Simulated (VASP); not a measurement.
Shape and ions are relaxed at each volume.

Energy against volume of SnO (litharge). Calculation: optB86b-vdW, VASP's PBE PAW potentials (set 64) (plane waves; VASP).

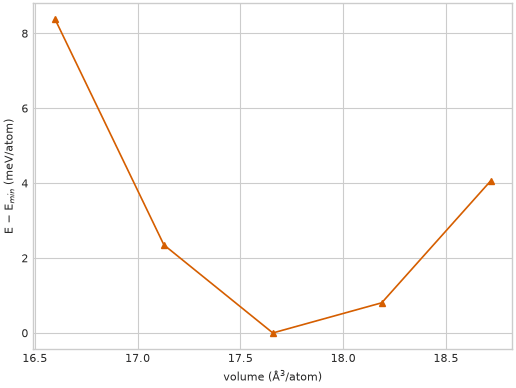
Figure: Energy against volume

**Question.** Estimate the equilibrium volume and the bulk modulus.

**Answer.** The minimum lies near 17.8 Å³/atom, and the curvature gives B0 of about 30 GPa.

The compound is SnO in the litharge structure. It was relaxed first.
